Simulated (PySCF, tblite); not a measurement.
# C₅H₁₃FSSi: geometry, infrared bands and NMR shifts

What infrared bands and NMR shifts should C₅H₁₃FSSi (`CCCS[Si@H](C)CF`) show?

Computed with tblite 0.8.0 and PySCF 2.14.0, with density-fitted response routines of our own, on a single molecule in the gas phase. Atoms are numbered from 0 throughout.

### 1 The starting structure

21 atoms, charge 0, multiplicity 1; geometry from: force field or distance geometry start.

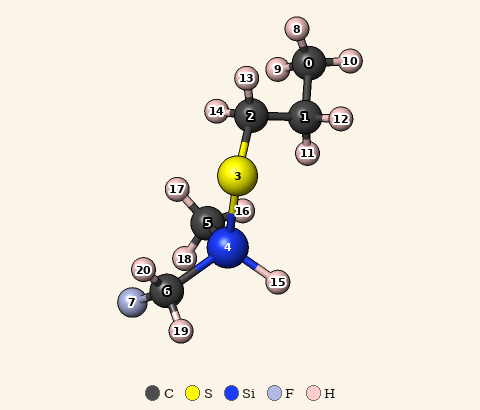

As it starts; carbon dark grey, sulfur yellow, silicon blue, fluorine light blue, hydrogen pink, atoms numbered.

### 2 Optimising the geometry with GFN2-xTB

What the job is given:

```
{"job": {"kind": "relax", "xc": "GFN2-xTB", "basis": "xTB"}, "charge": 0, "multiplicity": 1}
C      3.270800    -0.022500    -0.005300
C      1.958000    -0.345900     0.726800
C      1.179300     0.924700     0.794100
S     -0.425300     0.779300     1.615400
Si    -1.729300    -0.474300     0.498300
C     -1.117200    -0.481400    -1.276400
C     -3.469600     0.258800     0.381900
F     -3.890300     0.290700    -0.938800
H      3.674100     0.909700     0.424100
H      2.939500     0.128100    -1.059600
H      3.907700    -0.897600     0.065300
H      1.398700    -1.128700     0.200200
H      2.200900    -0.709600     1.778300
H      1.737300     1.754700     1.278600
H      1.008400     1.295600    -0.265700
H     -1.809900    -1.842200     1.039100
H     -0.307600    -1.183700    -1.457900
H     -0.830400     0.562200    -1.518200
H     -2.008800    -0.721100    -1.905500
H     -4.197500    -0.359900     0.945600
H     -3.497700     1.280100     0.833700
```

Command:

```
> OMP_NUM_THREADS=1 python probes_run.py task.json out
```

The driver reads the jobs from task.json and runs them one after another.

**Question.** This job is followed by: GFN2-xTB harmonic vibrations, gas phase; GIAO PBE0/pcSseg-1 NMR shielding, non-relativistic, gas phase. Predict these results of the whole session: strongest single infrared mode (GFN2-xTB); zero-point energy (GFN2-xTB); ¹³C shifts against TMS (PBE0/pcSseg-1); ¹H shifts against TMS (PBE0/pcSseg-1, means over atoms taken as alike); ³³S shifts against CS2 (PBE0/pcSseg-1); ²⁹Si shifts against TMS (PBE0/pcSseg-1); ¹⁹F shifts against CFCl3 (PBE0/pcSseg-1); surface potential, least and greatest.

As calculated:

| quantity | value |
| --- | --- |
| strongest single infrared mode (GFN2-xTB) | 2232 cm⁻¹, 241 km/mol |
| zero-point energy (GFN2-xTB) | 106.2 kcal/mol |
| ¹³C shifts against TMS (PBE0/pcSseg-1) | 79.2, 33.8, 31.7, 16.5, -5.2 ppm |
| ¹H shifts against TMS (PBE0/pcSseg-1, means over atoms taken as alike) | 5.23, 4.91, 4.83, 2.39, 2.34, 1.64, 1.51, 0.99, 0.48 ppm |
| ³³S shifts against CS2 (PBE0/pcSseg-1) | -147 ppm |
| ²⁹Si shifts against TMS (PBE0/pcSseg-1) | -10.8 ppm |
| ¹⁹F shifts against CFCl3 (PBE0/pcSseg-1) | -305.5 ppm |
| surface potential, least and greatest | -1.08 V and 0.90 V |

**Reading.** Over 142 steps the energy fell by 0.572 eV; of the close pairs, C1–H12 changed most, 1.139 to 1.091 Å. All 57 modes are real, so the xTB geometry is a minimum. The strongest single mode, at 2232 cm⁻¹, moves mainly H15. GFN2-xTB is a fitted tight-binding method: band positions and strengths are rough. Its intensities can rank the bands wrongly. At PBE0/pcSseg-1: Shielding is most anisotropic at S3 (span 285 ppm, paramagnetic term -410 ppm).
